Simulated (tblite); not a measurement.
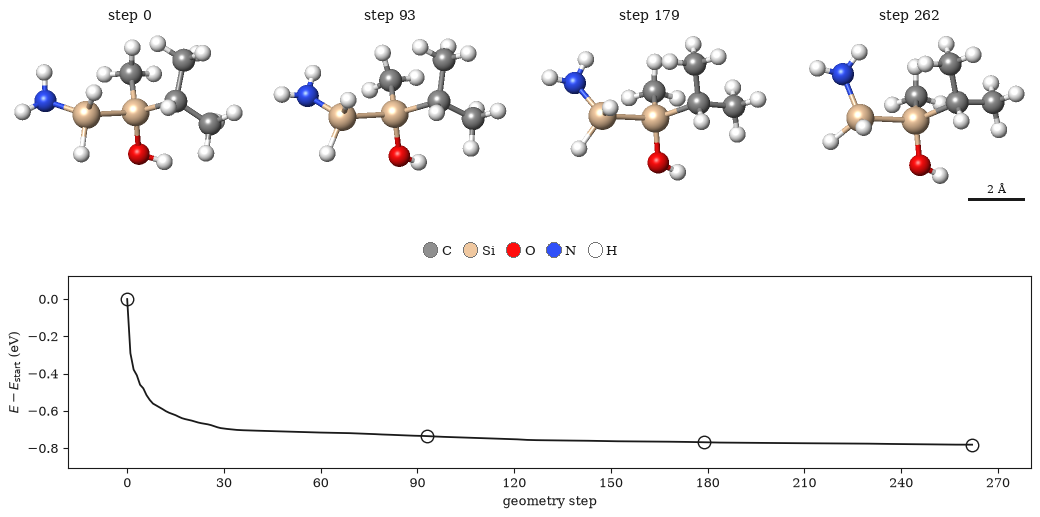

Frames of a relaxation of C₄H₁₅NOSi₂, marked on the history of the run. A ball-and-stick model, seen at a tilt.

Level of theory: GFN2-xTB geometry optimisation, gas phase in tblite. 

Q: What happens along the run?

A: The atom that moves furthest after the best rigid fit is an H atom (1.70 Å). By element the largest moves are H 1.70 Å, N 1.24 Å, C 0.95 Å, O 0.76 Å, Si 0.31 Å. Some distances before and after: C–Si 1.862 → 1.932 Å, O–Si 1.706 → 1.642 Å, Si–Si 2.236 → 2.299 Å, N–Si 1.785 → 1.729 Å. Bond angles that change, for instance: Si–N–H 107.4° → 119.5°, Si–N–H 108.6° → 118.4°, Si–Si–H 106.8° → 116.2°. Groups turn about Si–Si by about 70°, C–Si by about 50°, O–Si by about 35°. Over 262 geometry steps the energy falls by 0.781 eV. The run took 4.5 s on 1 thread of Arm Neoverse N1, with other jobs on the host. From step 0 to 93: H atoms move most (0.64 Å), energy −0.735 eV. From step 93 to 179: an H atom moves most (0.86 Å), energy −0.033 eV. From step 179 to 262: an H atom moves most (0.96 Å), energy −0.012 eV.

```csv
step,"E − E(0), eV"
0,0.0000
1,-0.2905
2,-0.3782
3,-0.4090
4,-0.4597
5,-0.4788
6,-0.5154
7,-0.5410
8,-0.5606
9,-0.5703
10,-0.5795
23,-0.6659
37,-0.7042
50,-0.7117
63,-0.7169
76,-0.7235
90,-0.7332
103,-0.7413
116,-0.7492
129,-0.7572
143,-0.7600
156,-0.7633
169,-0.7651
182,-0.7693
196,-0.7711
209,-0.7733
222,-0.7745
235,-0.7765
249,-0.7793
262,-0.7809
```
